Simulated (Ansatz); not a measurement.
**Geometry relaxation of BSiH7O (part 1 of 2)**

BSiH7O, computed with RKS B3LYP/def2-SVP (Ansatz 0.2.0).

It belongs to a series of runs on one base structure; here: end point A relaxed. Figures and captions count atoms from 1; the log counts them from 0 in places.

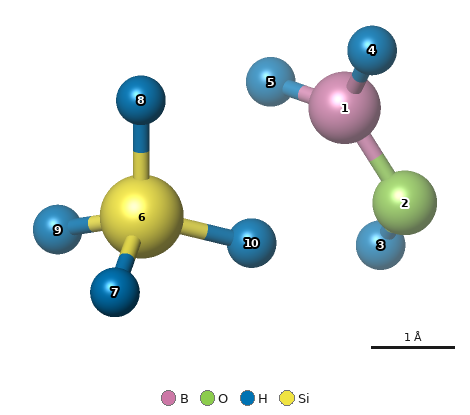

**Figure 1.** The structure as given in the input (ball-and-stick view, seen at a tilt; atoms are numbered from 1 in the order of the input).

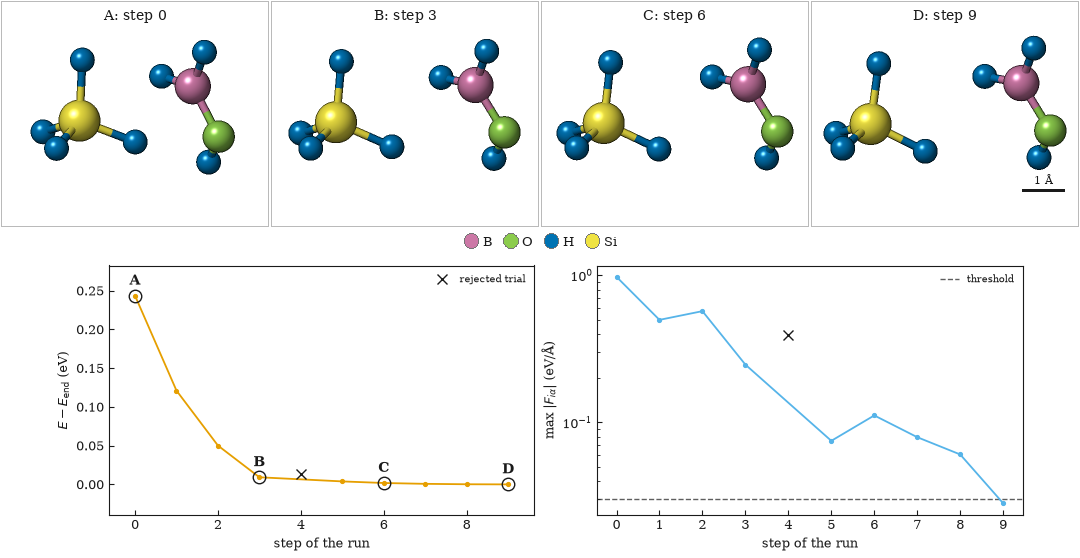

**Figure 2.** Frames of the relaxation (ball-and-stick view, seen at a tilt) above the curves, on which the letters mark them (the first geometry is step 0 here and step 1 in the log).

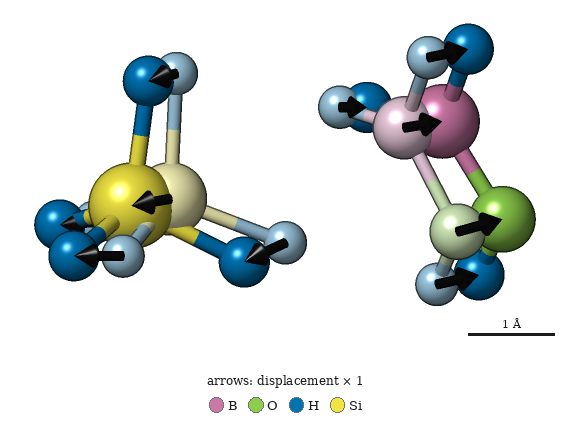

**Figure 3.** Start (faint) and end (solid) with the displacements as black arrows, at true length (ball-and-stick view, seen at a tilt). The two geometries are laid on each other by the best rigid fit. The energy falls by 0.243 eV in 9 geometry steps. Largest force component: 0.98 eV/Å at the start, 0.028 eV/Å at the end. The line search rejected the trial step at point 4 (counted from 0) and went back. The largest moves after the best rigid fit, 0.62 Å, are those of O2 and H10. Largest moves by element: H 0.62 Å, O 0.62 Å, Si 0.52 Å, B 0.51 Å. Distances before and after: B1–O2 1.376 → 1.347 Å, Si6–H10 1.472 → 1.491 Å. (Atoms are counted from 1 in the order of the input.)

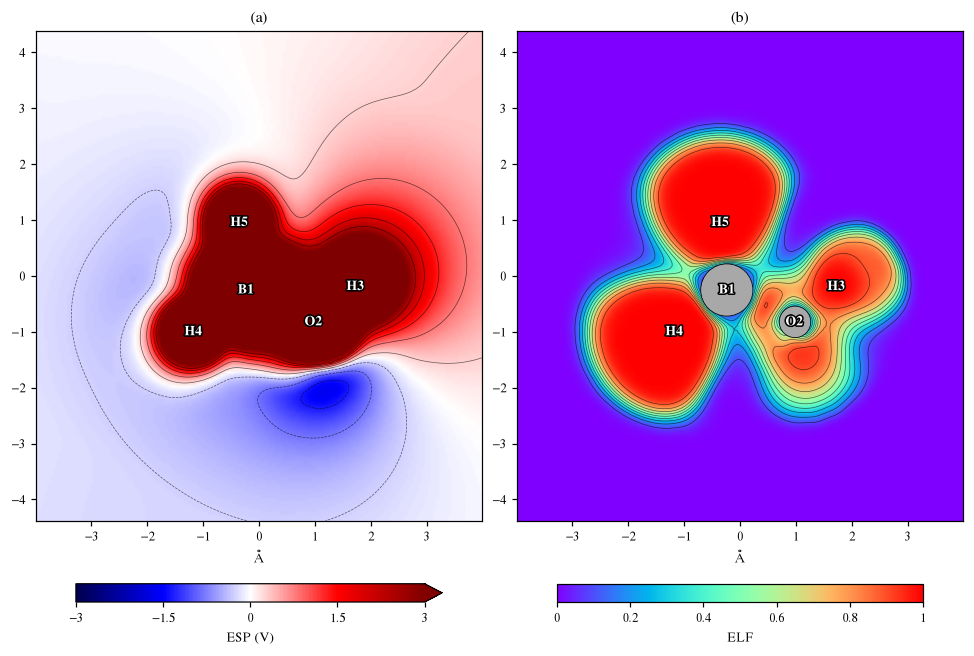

**Figure 4.** (a) molecular electrostatic potential; (b) electron localisation function on the plane of atoms O2, B1 and H5. Grey discs, where drawn, cover atomic cores. B–O (1.35 Å): the ELF peaks at about 0.90 between the atoms, which marks a shared but strongly polarised pair. B–H (1.21 Å): the ELF climbs to about 1 towards the hydrogen (a covalent bond by its length).

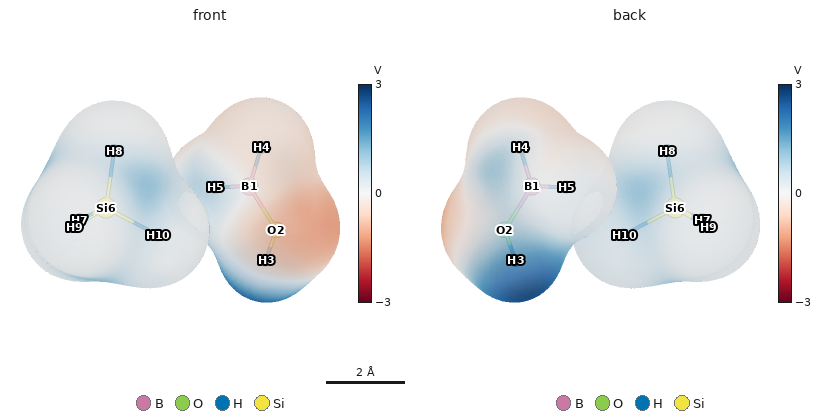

**Figure 5.** The electrostatic potential painted on the density surface at 0.002 e/bohr³, seen at a tilt and from behind; red is negative and blue positive.

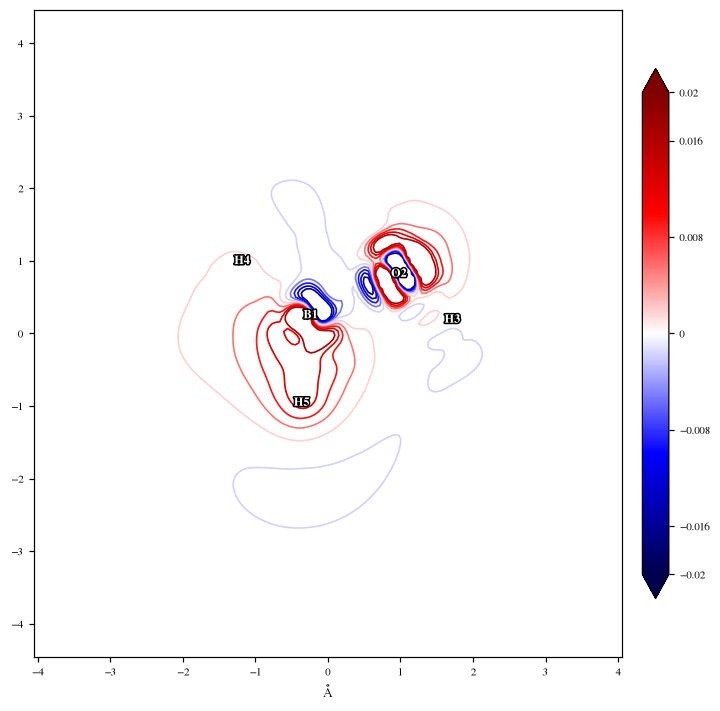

**Figure 6.** One frontier orbital on the plane of atoms H4, B1 and H5 (values in Å⁻³ᐟ²; the overall sign is arbitrary). The LUMO, at −0.46 eV. By Hirshfeld shares it lies mainly on B1 (60 %) and O2 (15 %).

The input that produced these results follows, with the program's output.

**The input**
```yaml
crystal:
  periodic: [false, false, false]
  atoms:
    - { symbol: B, position_ang: [-0.008047, -0.35363, 0.101349] }
    - { symbol: O, position_ang: [-0.107905, -0.94172, 1.341483] }
    - { symbol: H, position_ang: [-1.00579, -0.930565, 1.696809] }
    - { symbol: H, position_ang: [1.085034, -0.357345, -0.405717] }
    - { symbol: H, position_ang: [-0.979296, 0.098925, -0.464021] }
    - { symbol: Si, position_ang: [0.127369, 2.644372, 1.083125] }
    - { symbol: H, position_ang: [0.850836, 3.52379, 2.046183] }
    - { symbol: H, position_ang: [0.821621, 2.676114, -0.234793] }
    - { symbol: H, position_ang: [-1.272131, 3.132201, 0.917646] }
    - { symbol: H, position_ang: [0.100609, 1.262558, 1.590634] }
basis:
  gaussian: { orbitals: def2-SVP }
hamiltonian:
  xc: b3lyp
relax:
  f_tol: 0.03
  max_steps: 50
output:
  orbitals: {}
```

Launched with:
```bash
ansatz run input.yaml --threads 2 --pin off --max-ram 3072MiB --backend cpu --events-out ev --progress --plain --runs-dir out
```

**Output**
```
The last accepted step is kept in [file] (removed where the run ends without a failure and the disk answers)
Engine: ansatz 0.2.0, aarch64-unknown-linux-gnu
Functional definition: B3LYP
  parameter a0 = 0.2
  parameter ax = 0.72
  parameter ac = 0.81
  exchange = (1 - a0 - ax)*slater_x + ax*b88_x + a0*exact_x
  correlation = (1 - ac)*vwn_rpa_c + ac*lyp_c
861 factors; integrals over basis functions are off by at most 5.8e-4 eV
mean field evaluation 1: about -10707.8868 eV, gradient 4.3e1 eV
mean field evaluation 2: about -10701.4276 eV, gradient 7.4e1 eV
mean field evaluation 4: about -10711.3918 eV, gradient 1.6e0 eV
mean field evaluation 8: about -10711.4173 eV, gradient 4.4e-2 eV
mean field -10711.41728143 eV, -393.6373246331 hartree, gradient 7.9e-6 eV, S^2 0.000000; 0 other end points of the search recorded, 0 dependent functions left out
the calculation of the forces begins
reference -10711.41753686 eV, -393.6373340202 hartree; 17, 17 occupied and 64, 64 virtual orbitals, 861 factors
relax step   1: F+E_penalty+E_count = -10711.41728143 eV  Δ(F+E_penalty+E_count) = +0.000e0 eV  max|allowed force component| = 9.763e-1 eV/Å  Δτ_max = 0.0000 Å  (23 SCF iters, accepted)
these checks for a lower state are left out or cut short: starts, cluster_reference, orbital_swaps, neighbouring_geometries, increment
861 factors; integrals over basis functions are off by at most 5.9e-4 eV
mean field evaluation 16: about -10711.3444 eV, gradient 7.0e0 eV
mean field -10711.53976532 eV, -393.6418258331 hartree, gradient 1.3e-5 eV, S^2 0.000000; 0 other end points of the search recorded, 0 dependent functions left out
the calculation of the forces begins
reference -10711.54002451 eV, -393.6418353582 hartree; 17, 17 occupied and 64, 64 virtual orbitals, 861 factors
relax step   2: F+E_penalty+E_count = -10711.53976532 eV  Δ(F+E_penalty+E_count) = -1.225e-1 eV  max|allowed force component| = 4.979e-1 eV/Å  Δτ_max = 0.1947 Å  (26 SCF iters, accepted)
these checks for a lower state are left out or cut short: starts, cluster_reference, orbital_swaps, neighbouring_geometries, increment
861 factors; integrals over basis functions are off by at most 6.0e-4 eV
mean field -10711.61066337 eV, -393.6444312882 hartree, gradient 2.6e-5 eV, S^2 0.000000; 0 other end points of the search recorded, 0 dependent functions left out
the calculation of the forces begins
reference -10711.61092734 eV, -393.6444409891 hartree; 17, 17 occupied and 64, 64 virtual orbitals, 861 factors
relax step   3: F+E_penalty+E_count = -10711.61066337 eV  Δ(F+E_penalty+E_count) = -7.090e-2 eV  max|allowed force component| = 5.706e-1 eV/Å  Δτ_max = 0.1922 Å  (26 SCF iters, accepted)
these checks for a lower state are left out or cut short: starts, cluster_reference, orbital_swaps, neighbouring_geometries, increment
861 factors; integrals over basis functions are off by at most 6.0e-4 eV
mean field evaluation 32: about -10711.6515 eV, gradient 1.2e-1 eV
mean field -10711.65159196 eV, -393.6459353862 hartree, gradient 2.7e-5 eV, S^2 0.000000; 0 other end points of the search recorded, 0 dependent functions left out
the calculation of the forces begins
reference -10711.65186120 eV, -393.6459452808 hartree; 17, 17 occupied and 64, 64 virtual orbitals, 861 factors
relax step   4: F+E_penalty+E_count = -10711.65159196 eV  Δ(F+E_penalty+E_count) = -4.093e-2 eV  max|allowed force component| = 2.472e-1 eV/Å  Δτ_max = 0.2000 Å  (26 SCF iters, accepted)
these checks for a lower state are left out or cut short: starts, cluster_reference, orbital_swaps, neighbouring_geometries, increment
861 factors; integrals over basis functions are off by at most 5.6e-4 eV
mean field -10711.64796763 eV, -393.6458021948 hartree, gradient 4.4e-6 eV, S^2 0.000000; 0 other end points of the search recorded, 0 dependent functions left out
the calculation of the forces begins
reference -10711.64823890 eV, -393.6458121638 hartree; 17, 17 occupied and 64, 64 virtual orbitals, 861 factors
relax step   5: F+E_penalty+E_count = -10711.64796763 eV  Δ(F+E_penalty+E_count) = +3.624e-3 eV  max|allowed force component| = 3.943e-1 eV/Å  Δτ_max = 0.1016 Å  (27 SCF iters, rejected (line search))
these checks for a lower state are left out or cut short: starts, cluster_reference, orbital_swaps, neighbouring_geometries, increment
861 factors; integrals over basis functions are off by at most 5.8e-4 eV
mean field -10711.65693754 eV, -393.6461318329 hartree, gradient 4.5e-6 eV, S^2 0.000000; 0 other end points of the search recorded, 0 dependent functions left out
the calculation of the forces begins
reference -10711.65720779 eV, -393.6461417643 hartree; 17, 17 occupied and 64, 64 virtual orbitals, 861 factors
relax step   6: F+E_penalty+E_count = -10711.65693754 eV  Δ(F+E_penalty+E_count) = -5.346e-3 eV  max|allowed force component| = 7.501e-2 eV/Å  Δτ_max = 0.0493 Å  (28 SCF iters, accepted)
these checks for a lower state are left out or cut short: starts, cluster_reference, orbital_swaps, neighbouring_geometries, increment
861 factors; integrals over basis functions are off by at most 5.7e-4 eV
mean field -10711.65897804 eV, -393.6462068196 hartree, gradient 4.6e-6 eV, S^2 0.000000; 0 other end points of the search recorded, 0 dependent functions left out
the calculation of the forces begins
reference -10711.65924979 eV, -393.6462168064 hartree; 17, 17 occupied and 64, 64 virtual orbitals, 861 factors
relax step   7: F+E_penalty+E_count = -10711.65897804 eV  Δ(F+E_penalty+E_count) = -2.040e-3 eV  max|allowed force component| = 1.116e-1 eV/Å  Δτ_max = 0.0581 Å  (28 SCF iters, accepted)
these checks for a lower state are left out or cut short: starts, cluster_reference, orbital_swaps, neighbouring_geometries, increment
861 factors; integrals over basis functions are off by at most 5.6e-4 eV
mean field evaluation 64: about -10711.6601 eV, gradient 5.1e-6 eV
mean field -10711.66006986 eV, -393.6462469434 hartree, gradient 5.1e-6 eV, S^2 0.000000; 0 other end points of the search recorded, 0 dependent functions left out
the calculation of the forces begins
reference -10711.66034316 eV, -393.6462569868 hartree; 17, 17 occupied and 64, 64 virtual orbitals, 861 factors
```
